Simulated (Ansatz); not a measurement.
# C$_{2}$H$_{9}$BFNSi$_{2}$ (SMILES B[Si]1(C)N[Si]1(C)F): what the fields show

The calculation's input:

```
crystal:
  periodic: [false, false, false]
  atoms:
    - { symbol: B, position_ang: [0.2619, -2.307, 0.4413] }
    - { symbol: Si, position_ang: [0.6167, -0.5058, -0.276] }
    - { symbol: C, position_ang: [2.0695, -0.2597, -1.3993] }
    - { symbol: "N", position_ang: [-0.7729, 0.217, -1.0324] }
    - { symbol: Si, position_ang: [-0.5351, 1.2558, 0.3706] }
    - { symbol: C, position_ang: [-1.8999, 1.0822, 1.6465] }
    - { symbol: F, position_ang: [-0.0704, 2.8115, -0.1172] }
    - { symbol: H, position_ang: [0.8842, -3.18, 0.0756] }
    - { symbol: H, position_ang: [-0.6647, -2.3799, 1.2452] }
    - { symbol: H, position_ang: [1.88573, -0.87389, -2.36076] }
    - { symbol: H, position_ang: [2.17222, 0.78127, -1.65768] }
    - { symbol: H, position_ang: [3.00039, -0.67679, -0.94553] }
    - { symbol: H, position_ang: [-0.5817, 0.7623, -1.8881] }
    - { symbol: H, position_ang: [-1.6696, 1.6538, 2.5781] }
    - { symbol: H, position_ang: [-2.0141, -0.0218, 1.9108] }
    - { symbol: H, position_ang: [-2.8449, 1.4813, 1.2424] }
basis:
  gaussian: { orbitals: "6-31G*" }
hamiltonian:
  xc: pbe0
  dispersion: d4
relax:
  f_tol: 0.015
  max_steps: 40
output:
  orbitals: {}
```

Launched as:

```sh
ansatz run input.yaml --threads 2 --pin off --max-ram 3072MiB --backend cpu --events-out ev --progress --plain --runs-dir out
```

The fields are those of the relaxed geometry.

Method: RKS PBE0-D4/6-31G* in Ansatz 0.2.0.

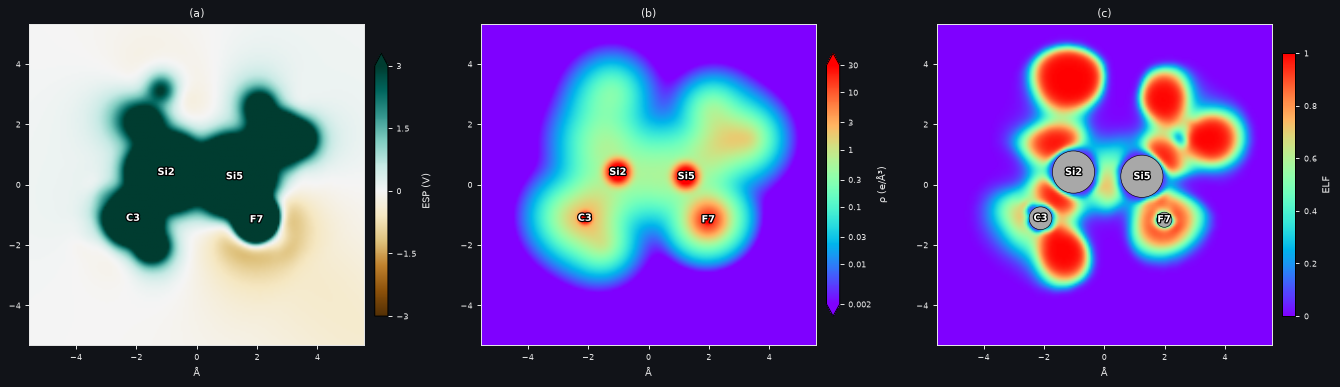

Figure 1. (a) molecular electrostatic potential; (b) total electron density; (c) ELF on the plane of atoms Si2, Si5 and F7. Grey discs cover the atomic cores in the ELF map.

What does the map show?

Answer. The plane passes through Si, C and F nuclei.
Si–F (1.62 Å): ρ at the midpoint is about 1 e/Å³; the ELF peaks at about 0.85 in the valence shell of F, 0.5 Å from its nucleus, and is about 0.45 at the midpoint.
C–Si (1.88 Å): ρ is about 0.94 e/Å³ halfway; the ELF peaks at about 0.95 between the atoms (localised, covalent bonding).
Si–Si (2.27 Å): ρ is about 0.54 e/Å³ halfway; the ELF peaks at about 0.65 between the atoms.
The ELF also peaks beside F7, away from the bonds: lone-pair regions.
Outside the dense part of the molecule the potential is most negative (−1.2 V) near F7.

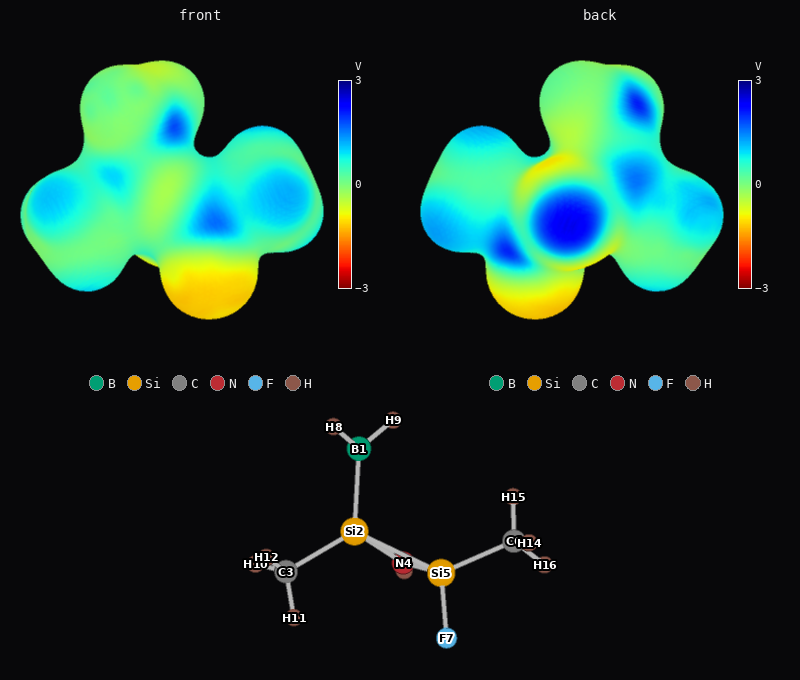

Figure 2. The electrostatic potential painted on the density surface at 0.004 e/bohr³, seen from the front and from behind; red is negative and blue positive. The bare structure is drawn below in the same view.

Describe the electrostatic potential map.

Answer. The most negative region (about −1.2 V, or −28 kcal/mol for a unit charge) lies over F7, the most positive (about +2.3 V, or +53 kcal/mol for a unit charge) over H13.

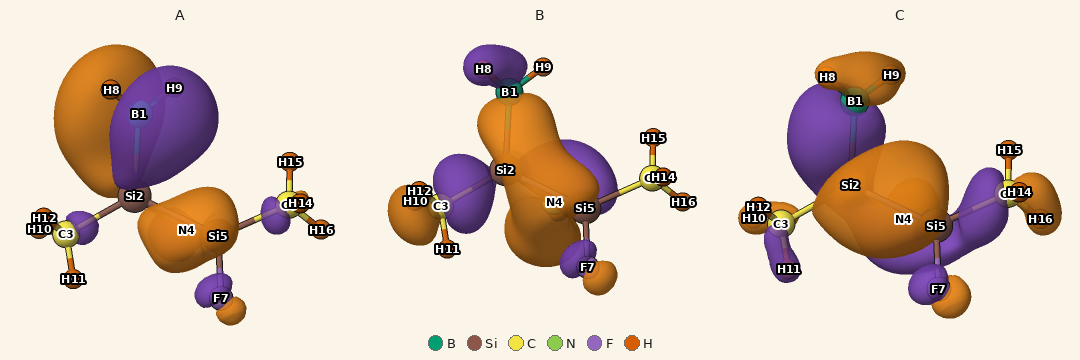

Figure 3. Three frontier orbitals at ±0.08 Å⁻³ᐟ² (orange and purple are the two phases), in no order.

Order the three orbitals by energy and name them.

Answer. B is the HOMO−1 (−7.30 eV). Its weight (Hirshfeld) is mainly on N4 (about 40 %), Si2 (about 15 %), Si5 (about 10 %), C3 (about 10 %) and B1 (about 5 %). C is the HOMO (−6.37 eV). Its weight (Hirshfeld) is mainly on Si2 (about 30 %), Si5 (about 25 %), B1 (about 15 %) and N4 (about 10 %). A is the LUMO (−1.89 eV). Its weight (Hirshfeld) is mainly on B1 (about 55 %), Si2 (about 15 %) and Si5 (about 10 %).

What is the HOMO–LUMO gap?

Answer. 4.48 eV between the orbital energies.
